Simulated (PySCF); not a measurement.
## A study: F5Ta, SMILES `F[Ta](F)(F)(F)F`

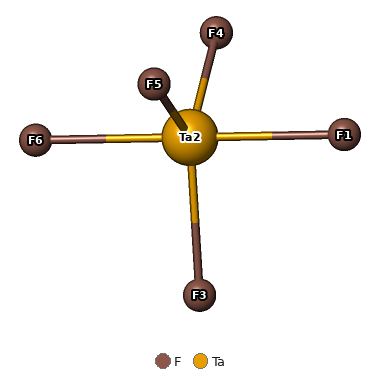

The molecule, with its atoms numbered as below. No frequency check shows the geometry to be a minimum.

Geometry (Å), atoms numbered from 1:

```
F1       1.7958    0.0003   -0.0011
Ta2     -0.0001   -0.0001   -0.0001
F3      -0.0000   -1.7564   -0.4705
F4      -0.0011    1.2861   -1.2855
F5       0.0018    0.4708    1.7564
F6      -1.7957   -0.0001    0.0014
```

Part 1: Bonding charge

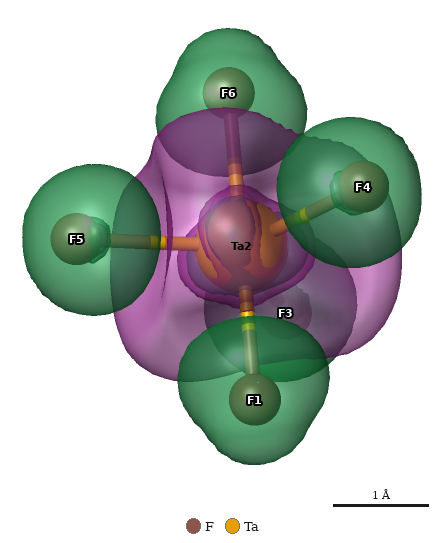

Deformation density (molecule less spherical, spin-averaged free atoms at the same positions), surfaces at ±0.04 e/Å³; green: gain, purple: loss.

Method: PBE/def2-TZVP; geometry: GFN2-xTB; program: PySCF. Core potentials replace the inner electrons of Ta; spin–orbit coupling isn't included. This is a single-reference result, which may miss multireference character in this system.

> How much density has each bond gained at its critical point, relative to the free atoms?

Ta2–F6 and F1–Ta2: +0.06 e/Å³ at the bond critical point (bond length 1.80 Å, Mayer order 1.1); up to 0.6 Å beside the axis the gain reaches +0.29 e/Å³. Ta2–F3, Ta2–F4 and Ta2–F5: +0.06 e/Å³ at the bond critical point (bond length 1.82 Å, Mayer order 1.1); up to 0.6 Å beside the axis the gain reaches +0.27 e/Å³. In all, 1.4 electrons gather in the regions of gain relative to the promolecule. A small or negative value marks a very polar bond, one between electron-rich atoms, whose free-atom densities already overlap strongly, a long bond to a heavier atom, or a closed-shell contact such as a hydrogen bond.

> Where do the Hirshfeld charges lie?

The highest Hirshfeld charge is on Ta2 (+0.93 e), the lowest on F1 and F6 (−0.20 e).

Part 2: Bond critical points

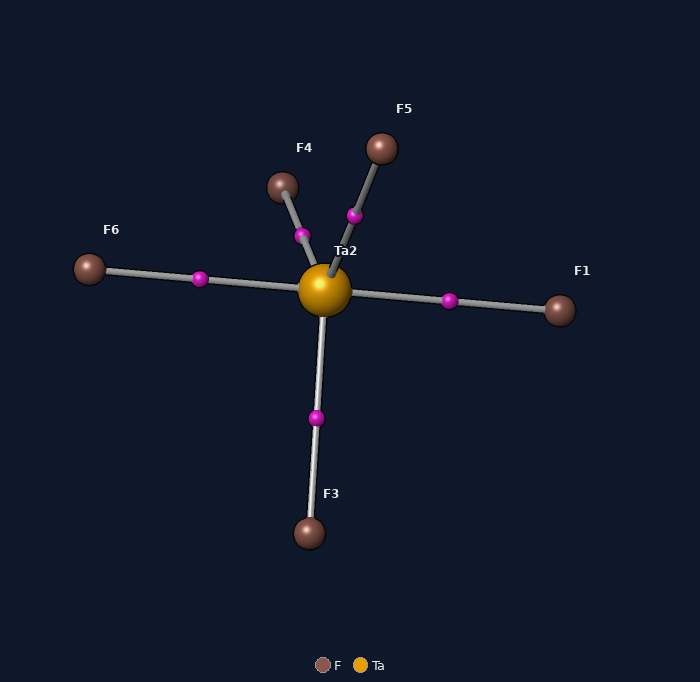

Molecular graph of the electron density (QTAIM): bond paths, bond critical points (magenta), ring points (cyan, if any); weak paths are dashed.

> How many critical points of each kind are there, and does the count close?

6 nuclei, 5 bond, 0 ring and 0 cage critical points: 6 − 5 + 0 − 0 = 1, as the Poincaré–Hopf relation requires.

> Give the properties at the bond critical points.

| bond | length (Å) | ρ (a.u.) | ∇²ρ (a.u.) | ε | H (a.u.) |
| --- | --- | --- | --- | --- | --- |
| Ta2–F6 (2 alike) | 1.796 | 0.180 | +0.95 | 0.00 | −0.071 |
| Ta2–F3 (3 alike) | 1.818 | 0.171 | +0.81 | 0.05 | −0.065 |

> What kind of interaction is Ta2–F6?

Polar or intermediate (positive Laplacian, negative energy density H): ρ = 0.180, ∇²ρ = +0.95, H = −0.071 a.u.

Part 3: Local ionisation energy

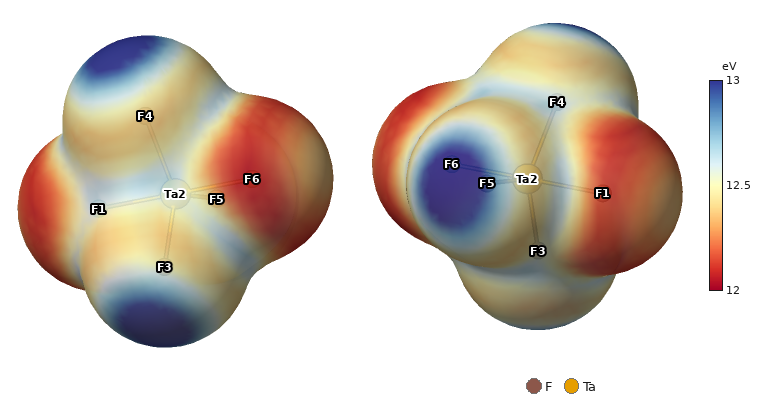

Average local ionisation energy on the surface of electron density 0.001 a.u. (back view left, front view right).

> Locate the minima of the map.

The lowest value is 12.1 eV, 1.7 Å from F1, and at like points elsewhere. For comparison, the highest occupied orbital lies at −10.2 eV.

Part 4: In an electric field

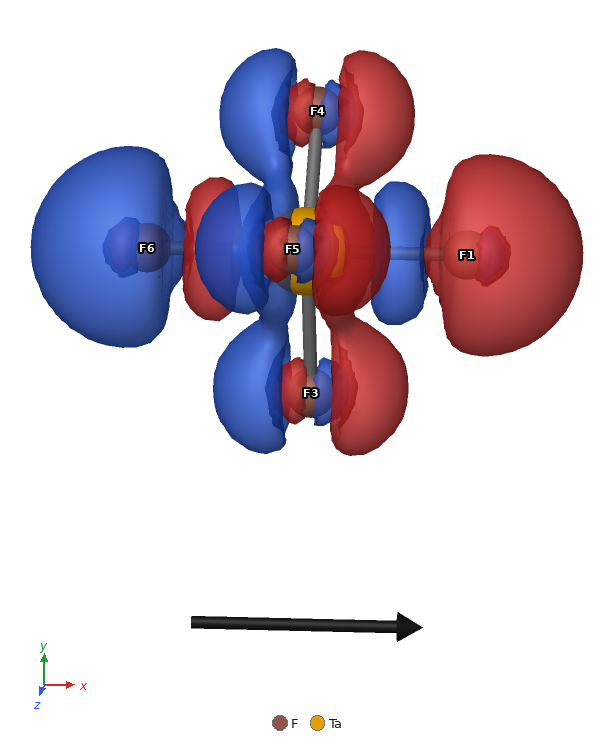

Change of the electron density in a uniform field of 0.21 V/Å along +x (arrow), surfaces at ±0.001 e/Å³ (blue: gain, red: loss).

Computed with PySCF, PBE/def2-TZVP, geometry: GFN2-xTB. Core potentials replace the inner electrons of Ta; spin–orbit coupling isn't included. This is a single-reference result, which may miss multireference character in this system. A basis without diffuse functions makes polarisabilities too small.

> How large is the response?

The induced dipole is 0.39 D (along the field); α along this axis, from the fields in both directions, is 38 bohr³ (5.7 Å³).

> Which atoms gain and lose the most charge?

Electrons gather most on F6 (Hirshfeld charge changes by −0.012 e) and leave F1 most (+0.013 e); 0.035 electrons are displaced in all.

The PySCF runs shown took 15 s and 35 s on 1 thread of Intel(R) Xeon(R) 6975P-C (Granite Rapids), with other jobs on the host.
